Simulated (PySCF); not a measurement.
C₅H₁₃Si₂ (SMILES CCC/C([SiH2])=C\[SiH3]) (doublet)

Input file:

```
{"job": {"kind": "epr", "basis": "pcH-1"}, "charge": 0, "multiplicity": 2}
C      2.565018    -0.928698    -0.391384
C      1.334541    -0.057918    -0.608868
C      0.456370     0.013736     0.642332
C     -0.748266     0.887865     0.402969
Si    -0.501844     2.694506     0.545853
C     -1.943601     0.349404     0.037560
Si    -2.349664    -1.459730    -0.159830
H      3.176127    -0.958608    -1.290626
H      2.271475    -1.945605    -0.140605
H      3.171949    -0.536245     0.422177
H      1.645968     0.953496    -0.885005
H      0.741648    -0.458084    -1.433771
H      0.131569    -0.994121     0.906868
H      1.054461     0.404933     1.470335
H     -1.571505     3.631694     0.266381
H      0.756722     3.244736     1.014668
H     -2.754672     1.044150    -0.153361
H     -2.204620    -2.194498     1.106857
H     -1.492968    -2.121951    -1.154936
H     -3.743858    -1.558382    -0.600650
```

Run with:

```sh
OMP_NUM_THREADS=1 python probes_run.py task.json out
```

Geometry: GFN2-xTB.

Theory: UKS B3LYP, pcH-1 on C H Si, non-relativistic, mean-field spin-orbit, GIAO in PySCF 2.14.0, density-fitted response routines.

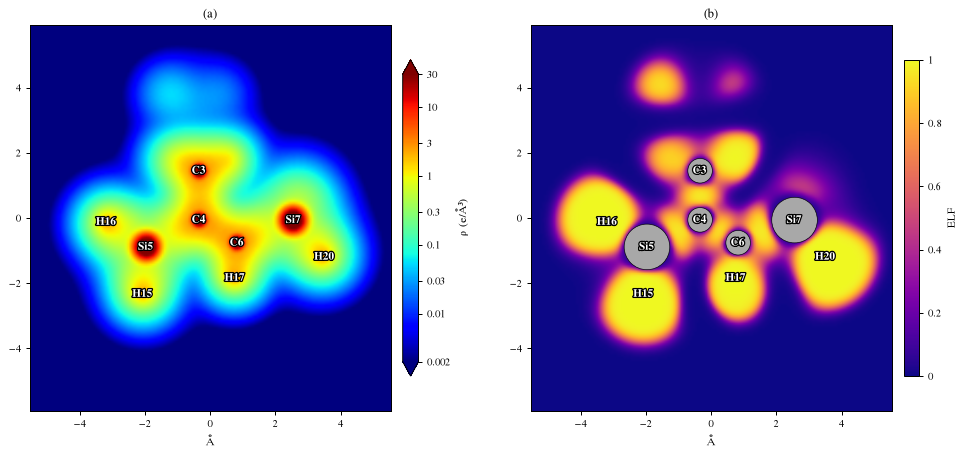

Figure 1. (a) total electron density; (b) ELF on the plane of atoms C4, C6 and H17. Grey discs cover the atomic cores in the ELF map.

### Read the bonding off the picture.

The plane passes through C, Si and H nuclei.
C–C (1.36 Å): the density is about 2.2 e/Å³ at the midpoint; the ELF peaks at about 0.95 between the atoms (a covalent bond).
C–Si (1.83 Å): ρ is about 0.99 e/Å³ halfway; the ELF peaks at about 0.95 between the atoms; localised, covalent bonding.
C–H (1.08 Å): ρ is about 2 e/Å³ halfway; the ELF climbs to about 1 towards the hydrogen, as it does in any bond to H; an ordinary covalent bond to hydrogen.
C–C (1.51 Å): ρ is about 1.7 e/Å³ halfway; the ELF peaks at about 0.95 between the atoms; localised, covalent bonding.
Si–H (1.45 Å): the density is about 0.82 e/Å³ at the midpoint; the ELF climbs to about 1 towards the hydrogen.

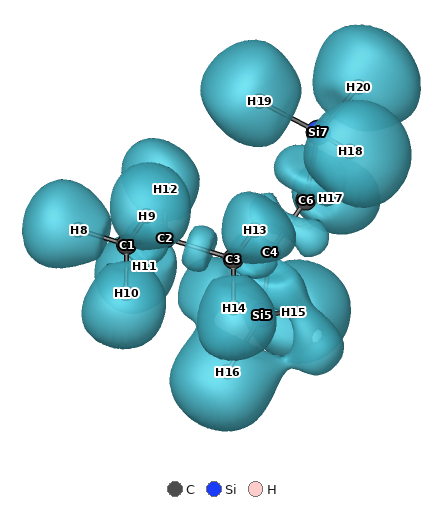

Figure 2. Isosurface of the ELF at 0.75 (cyan), seen at an oblique angle. Core shells and regions of very low density are left out.

### Where are the electrons localised?

The surface consists of four regions between bonded C–C atoms (shared pairs), one region between bonded C–Si atoms (shared pairs), eleven regions around hydrogen nuclei and one joined region spread over several atoms (H, Si), in which their bonds and any lone pairs are merged.

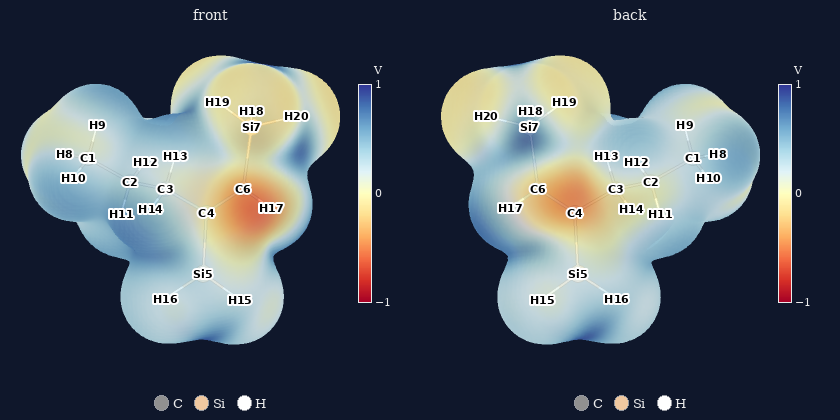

Figure 3. The electrostatic potential painted on the density surface at 0.002 e/bohr³, seen from the front and from behind; red is negative and blue positive.

### Describe the electrostatic potential map.

The most negative region (about −0.6 V) lies over the π face of C4 and C6, the most positive (about +0.9 V) over Si5 and Si7.
